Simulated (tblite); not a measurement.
## Run report: C3H11ClSSi3, frequency calculation

C3H11ClSSi3, computed with GFN2-xTB harmonic vibrations, gas phase (tblite 0.8.0).

It belongs to a series of runs on one base structure; here: C replaced by Si.

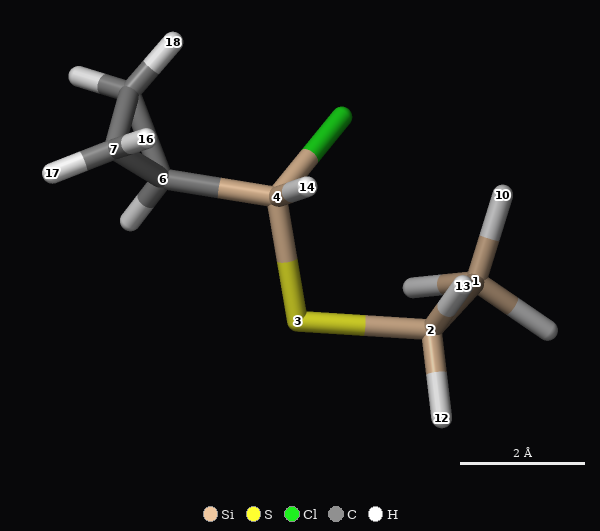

Fig. 1: The input geometry (stick view, seen at a tilt; atoms are numbered from 1 in the order of the input). Bond lengths as drawn: Cl–Si 2.03 Å, C–C 1.49 to 1.51 Å, C–H 1.08 Å, C–Si 1.87 Å, H–Si 1.46 to 1.47 Å, Si–Si 2.31 Å and S–Si 2.13 to 2.18 Å.

### Input file
```
{"job": {"kind": "ir", "xc": "GFN2-xTB", "basis": "xTB"}, "charge": 0, "multiplicity": 1}
Si     3.915655     0.244235     0.322597
Si     2.596635    -1.364139    -0.693257
S      0.789571    -0.503171    -1.556187
Si    -0.576174    -0.398674     0.079924
Cl     0.328059     0.410945     1.711216
C     -2.005671     0.666871    -0.495510
C     -3.411225     0.133372    -0.421511
C     -2.981961     1.213031     0.509463
H      3.729059     1.582885    -0.241043
H      3.672047     0.327253     1.764202
H      5.323505    -0.123771     0.142435
H      3.138951    -2.013046    -1.882937
H      2.099425    -2.425932     0.184847
H     -0.975559    -1.747297     0.465154
H     -1.797710     1.306280    -1.345185
H     -3.562145    -0.858467    -0.022756
H     -4.090360     0.383471    -1.222557
H     -2.834801     0.965302     1.550107
H     -3.367105     2.210102     0.355832
```

The first line tells a small driver script what to run in tblite; the rest is the geometry in Å.

Run on 1 CPU thread, shared host.

Launch command:
```bash
OMP_NUM_THREADS=1 python <driver script> task.json out
```

### Log
```
mode    cm-1     km/mol
  1     -23.3      0.36
  2      -7.3      0.03
  3      15.8      1.14
  4      61.1      0.60
  5      71.9      1.31
  6      99.6      0.99
  7     104.7      3.81
  8     158.5      2.45
  9     161.1     12.00
 10     269.3      1.20
 11     288.2      5.98
 12     342.9     36.66
 13     405.9     87.10
 14     457.1     51.47
 15     460.9     12.76
 16     477.1      3.64
 17     509.1     42.42
 18     525.9     64.41
 19     608.5    140.45
 20     633.2    170.23
 21     652.6    130.37
 22     685.0    615.02
 23     698.0    152.56
 24     760.7    399.65
 25     794.7    102.60
 26     800.4     63.35
 27     808.3      6.55
 28     812.2    170.18
 29     847.0     15.07
 30     956.2      0.67
 31    1002.3     51.06
 32    1031.6     11.02
 33    1072.4      1.85
 34    1075.4      0.22
 35    1100.8      0.25
 36    1156.6      0.35
 37    1240.4      0.71
 38    1348.8     25.29
 39    1449.5      0.25
 40    1491.2      3.48
 41    2222.3     80.80
 42    2235.2    352.21
 43    2249.5    102.70
 44    2253.3    308.88
 45    2279.2    231.78
 46    2285.4    277.64
 47    3039.3     22.97
 48    3084.3      4.05
 49    3085.7     14.97
 50    3087.6     25.55
 51    3103.9     58.34
```

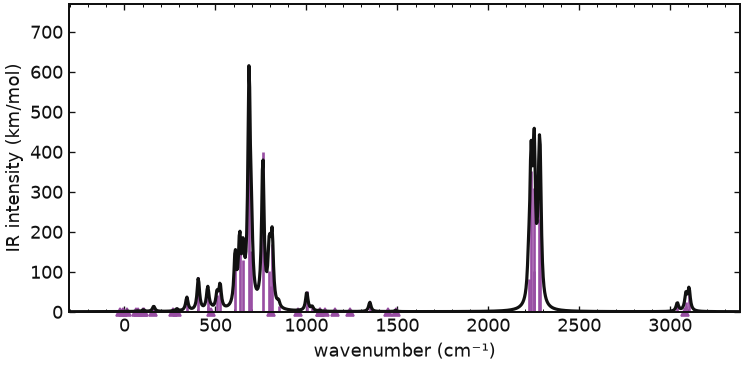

Fig. 2: Harmonic infrared spectrum, unscaled: sticks (degenerate modes added up, dark ones marked on the axis) with a Lorentzian envelope of 16 cm⁻¹ full width, scaled to the tallest stick; imaginary modes are drawn at negative wavenumbers. 51 modes from 23i to 3104 cm⁻¹, 1 imaginary beyond 8i (23i cm⁻¹): not a clean minimum; so soft a mode can be a shallow saddle, an incomplete relaxation or noise of the force constants. The strongest line is at 685 cm⁻¹ (615 km/mol).

### Results in brief

```tsv
quantity	value
outcome	converged
total energy	−682.4340 eV
zero-point energy	77.7130 kcal/mol
wall time	1.2 s
peak memory	0.18 GiB
```
